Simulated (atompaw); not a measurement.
Input of atompaw 4.2.0.5:

```
Cd 48
LDA-PW scalarrelativistic loggrid 1500 logderivrange -10 5 376
5 5 4 0 0 0
5 1 0
0 0 0
c
c
c
v
v
c
c
v
v
c
v
3
2.05 1.80 1.90 1.55
n
n
y
0.05
n
y
0.1
y
0.95
n
custom polynom vanderbiltortho sinc
4 0 troulliermartins
1.05
2.05
1.75
2.05
2.05
2.05
2.05
1.90
```

Launched with:
```bash
atompaw < Cd.input > Cd.log
```

Functional and relativity: LDA (PW92), scalar-relativistic.

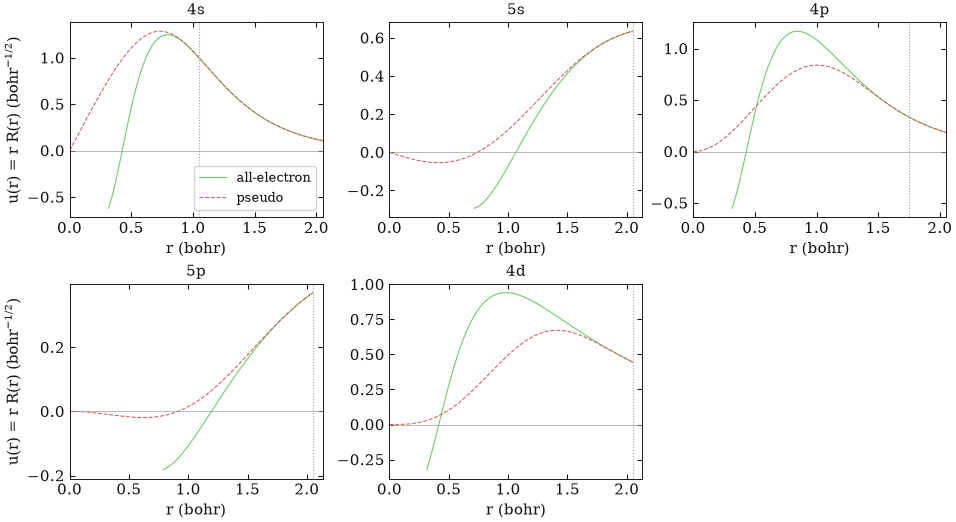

Pseudo-waves (dashed) against the all-electron radial functions (solid). Dotted lines mark the matching radii. The all-electron curves start outside the innermost oscillations, which aren't drawn.

Pseudo-waves: 4s has no node; 5s has a node at about 0.7 bohr; 4p has no node; 5p has a node at about 0.9 bohr; 4d has no node. A node in 5s and 5p is allowed, since a lower shell of the same l is also in the valence.

- Cutoffs needed: 55 Ry and 100 Ry (the cutoffs, on a coarse ladder, from which the occupation-weighted sum of valence levels, in a spherical-Bessel basis at the reference potential, stays within 10 and 1 mRy of its value at 400 Ry)
- Ghost test: no ghost state below the valence levels in the s, p, d, f channels (spherical-Bessel basis up to 400 Ry, 20 bohr box)
- Lowest eigenvalue of the overlap operator: 0.51 (s channel)
- Overlap eigenvalues printed by atompaw (projector basis): 0.493, 0.552, 1.22, 15.1, 338, 1.82e+03, 1.97e+03, 1.11e+06
- Share of each valence orbital outside the PAW sphere: 4s 0 %, 5s 77 %, 4p 1 %, 5p 94 %, 4d 10 %
